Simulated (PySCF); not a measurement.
# TPSS/cc-pVTZ run of BrF (SMILES FBr)

What is the vertical ionisation energy of BrF at TPSS/cc-pVTZ? 

The calculation is run with PySCF 2.14.0.

7 further runs of the same task are left out: 7 set aside as unsound or not needed.

**1. The structure to begin with**

BrF: 2 atoms, total charge 0, spin state singlet. SMILES: `FBr`. Geometry: relaxed at GFN2-xTB.

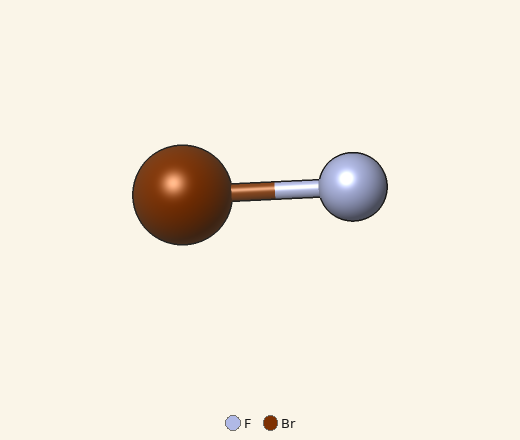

The structure, seen from a chosen angle (fluorine light blue, bromine brown).

**2. A single-point energy at TPSS/cc-pVTZ**

File run.py:

```python
from pyscf import gto, dft

system = gto.Mole()
system.atom = '''
F      0.000000     0.000000     0.000000
Br     0.000000     0.000000     3.401394
'''
system.spin = 0
system.max_memory = 1860
system.basis = 'cc-pvtz'
system.verbose = 3
system.unit = 'bohr'
system.build()

calc0 = dft.RKS(system, xc='tpss')
calc0.conv_tol = 1e-10
calc0.grids.level = 5
calc0.kernel()
if not calc0.converged:
    calc0 = calc0.newton().run(calc0.mo_coeff, calc0.mo_occ)

e_tot = calc0.e_tot
print(f'total energy: {e_tot:.8f} hartree')
```

Launch:

```console
OMP_NUM_THREADS=1 python run.py
```

The program printed:

```text
converged SCF energy = -2673.93607616889
total energy: -2673.93607617 hartree
```

It took 6.3 s on 1 thread of Intel Xeon 6975P-C (Granite Rapids), shared host; peak memory 0.37 GiB.

**3. The doublet cation, same level**

File input.py:

```python
from pyscf import gto, dft

molecule = gto.M(
    atom='''
F    0.000000   0.000000   0.000000
Br   0.000000   0.000000   1.799940
''',
    verbose=3,
    spin=1,
    basis='cc-pvtz',
    charge=1,
    max_memory=1860,
)

mf = dft.UKS(molecule, xc='tpss')
mf.grids.level = 5
mf.conv_tol = 1e-10
mf.kernel()
if not mf.converged:
    mf = mf.newton().run(mf.mo_coeff, mf.mo_occ)

etot = mf.e_tot
print('E = %.10f Eh' % etot)
```

Launch:

```console
OMP_NUM_THREADS=1 python input.py
```

The program printed:

```text
WARN: HOMO -0.283597441947712 >= LUMO -0.28359744194771

WARN: HOMO -0.51720825533872 >= LUMO -0.517176547470992

converged SCF energy = -2673.50573016983  <S^2> = 0.75227132  2S+1 = 2.00227
E = -2673.5057301698 Eh
```

It took 11 s on 1 thread of Intel Xeon 6975P-C (Granite Rapids), shared host; peak memory 0.38 GiB.

**4. What came out**

Level: TPSS/cc-pVTZ.

```
                                          quantity           value
                         singlet BrF: total energy  -2673.93608 Eh
                        singlet BrF: dipole moment          1.36 D
                          singlet BrF: HOMO energy        -7.55 eV
                          singlet BrF: LUMO energy        -4.68 eV
                        singlet BrF: HOMO–LUMO gap         2.87 eV
                      doublet cation: total energy  -2673.50573 Eh
doublet cation: HOMO energy (highest over α and β)       -16.21 eV
 doublet cation: LUMO energy (lowest over α and β)       -15.88 eV
                              doublet cation: ⟨S²⟩           0.752
vertical ionisation energy (to the doublet cation)       11.710 eV
```

What this shows: The vertical ionisation energy comes to 11.71 eV (270 kcal/mol). −ε(HOMO) before ionisation, 7.55 eV, is 4.16 eV below this ionisation energy.
